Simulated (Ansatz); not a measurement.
**Calibrating B3LYP-D4/def2-TZVPP on molecular compounds of Nb**

The vertical ionisation energy (cation less neutral) in eV of 6 molecular compounds of Nb: x at B3LYP-D4/def2-TZVPP, y at CCSD(T)/def2-TZVPP. Shapes, held fixed at every level: PBE0-D4/def2-TZVP. Flexible molecules stand in one conformer, not always the lowest. Programs: Ansatz 0.2.0.

| molecule | x (eV) | y (eV) |
| --- | --- | --- |
| C2H10NNbO4 (SMILES C[N](C)[Nb]([OH])([OH])([OH])[OH]) | 8.41 | 8.50 |
| C2H8FN2Nb (SMILES C[N]=[Nb]([CH3])([NH2])[F]) | 9.01 | 9.35 |
| C2H8ClN2Nb (SMILES C[N]=[Nb]([CH3])([NH2])[Cl]) | 9.04 | ? |
| C3H9F3NNbO (SMILES C[O][Nb]([F])([F])([F])[N](C)C) | 9.35 | 9.48 |
| CH5ClNNbOS (SMILES C[O][Nb]([NH2])(=[S])[Cl]) | 9.42 | 9.59 |
| Nb(OH)3F2 | 11.66 | 11.97 |

Question: Fit y = c + s·x to the known rows and predict y for C2H8ClN2Nb.

Answer: 
1. Means of the 5 rows: x = 9.5700, y = 9.778.
2. Σ(Δx)² = 6.0982, Σ(Δx·Δy) = 6.3972, so the slope is 6.3972/6.0982 = 1.049.
3. Intercept: 9.778 − (1.049) × 9.5700 = -0.261. The largest residual of the fit is 0.16.
4. C2H8ClN2Nb: -0.261 + 1.049 × 9.04 = 9.22 eV.

CCSD(T)/def2-TZVPP gives 9.40 eV, so the prediction is off by -0.18 eV, about the largest residual. Uncorrected, B3LYP-D4/def2-TZVPP misses it by -0.36 eV, and the other rows by 0.21 on average. The line removes about 50 % of this miss. Nb(OH)3F2 lies far out in x and weighs most in the slope. Left out in turn, the other rows are missed by 0.09 eV on average, so much of the error is systematic among these molecules. Cations run unrestricted. For atoms past krypton def2 sets carry core potentials with scalar relativity. Outer-core shells of Nb are correlated, in sets that cover them unevenly.

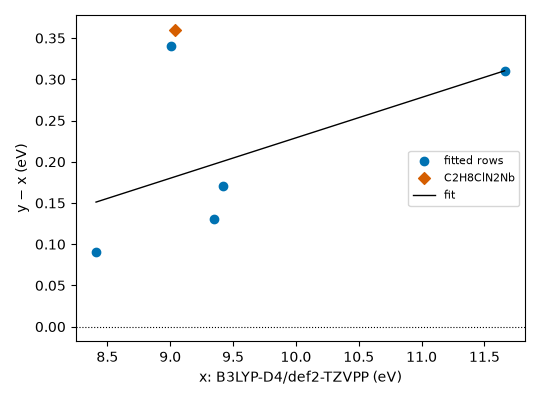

The correction y − x against x, with the fitted line and the withheld molecule.
